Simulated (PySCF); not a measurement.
# A diatomic session: NaSn

What are the lowest state that PBE0 finds, the bond length, vibrational wavenumber and bond energy of NaSn, and how much do these hang on the method?

Method: Na x2c-SVPall, Sn x2c-SVPall, spin-free X2C with a Gaussian nucleus; program: PySCF 2.14.0.

## Step 1: Input

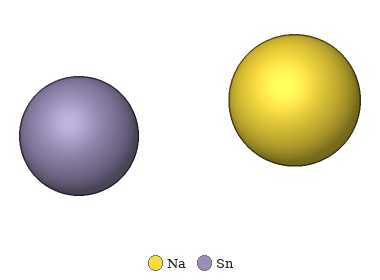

The two atoms at the starting distance (sodium yellow, tin purple).

A driver script around PySCF takes these settings:

| Item | Value |
| --- | --- |
| atoms | Na, Sn |
| charge | 0 |
| basis | Na x2c-SVPall, Sn x2c-SVPall |
| Hamiltonian | spin-free X2C with a Gaussian nucleus |
| basis functions | 51 |
| electrons treated | 61 |
| masses in u | 22.9898, 119.9022 |
| levels | PBE0, PBE, r²SCAN, M06-L, BLYP, BHandHLYP, ωB97X, HF, MP2, SCS-MP2, CCSD, CCSD(T) |
| grid | 80 radial by 434 angular points |
| occupations | held fixed by the projection of orbital angular momentum |
| dissociation limit | Na + Sn, each in its ground configuration |
| starting distance in angstrom | 2.925 |
| values of 2S to try | 1, 3 |

On the command line:

```sh
$ OMP_NUM_THREADS=1 python dia.py task.json out
```

Further steps of the session: First curve: PBE0; Higher solutions at PBE0; PBE (GGA); r²SCAN (meta-GGA); M06-L (meta-GGA); BLYP; BHandHLYP (global hybrid GGA); ωB97X; UHF (mean field); MP2 and coupled cluster.

Q: Predict the outcome of this session. Wanted: for each run, Re; ωe; De; μ.

**Answer**, as computed:

Lowest PBE0 solution found, without spin–orbit coupling: ⁴Σ⁻ (quartet), unpaired electrons σ ↑, π ↑↑. State 2 has its PBE0 minimum 0.30 eV higher. State 3 has its PBE0 minimum 0.47 eV higher, as a spin-mixed determinant (⟨S²⟩ = 1.76), so this is no gap between pure states. State 4 has its PBE0 minimum 0.50 eV higher, as a spin-mixed determinant (⟨S²⟩ = 1.76), so this is no gap between pure states. The other levels ran on the lowest alone.

```
      level  Re (Å)  ωe (cm⁻¹)  De (eV)  μ (D)
        UHF   2.948      185.2     0.83  -8.19
    UHF-MP2   2.935      190.8     1.21    n/a
UHF-SCS-MP2   2.939      189.7     1.07    n/a
   UHF-CCSD   2.941      188.5     1.16    n/a
UHF-CCSD(T)   2.941      188.6     1.18    n/a
        PBE   2.923      177.1     1.22  -6.18
       BLYP   2.948      168.2     1.01  -5.65
     r²SCAN   2.904      186.7     1.35  -7.13
      M06-L   2.935      185.9     1.32  -8.26
       PBE0   2.905      184.6     1.21  -6.89
  BHandHLYP   2.896      186.1     1.01  -6.94
      ωB97X   2.879      195.2     1.09  -7.99
```

De is counted to Na + Sn in their ground configurations. A positive dipole means Na(−)Sn(+).

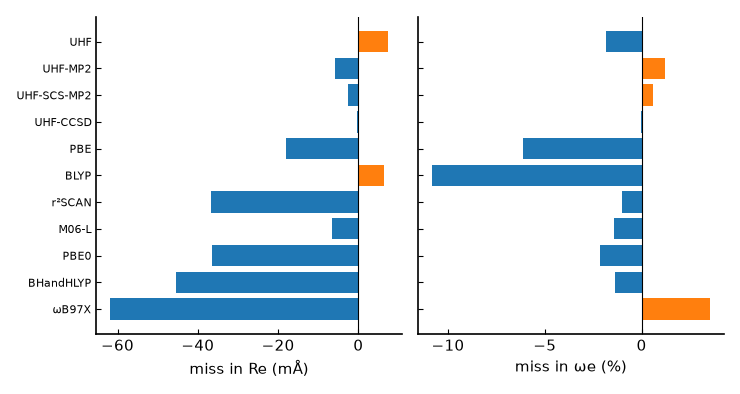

How far each level lies from CCSD(T) in the same basis.

Judged by CCSD(T) in the same basis: best bond length UHF-CCSD (0 mÅ), worst ωB97X (-62 mÅ); best wavenumber UHF-CCSD (-0.1 %), worst BLYP (-10.8 %). CCSD(T) in a basis this small is itself some way from its limit, more so than the functionals. Of the levels with a De here, UHF gives the least (0.83 eV) and r²SCAN the most (1.35 eV).

Correlated steps freeze 19 core orbitals. Spin–orbit coupling is left out, which matters for elements this heavy, above all for dissociation energies. At some levels the lowest empty orbital lies below the highest filled one (the two can be of opposite spin).
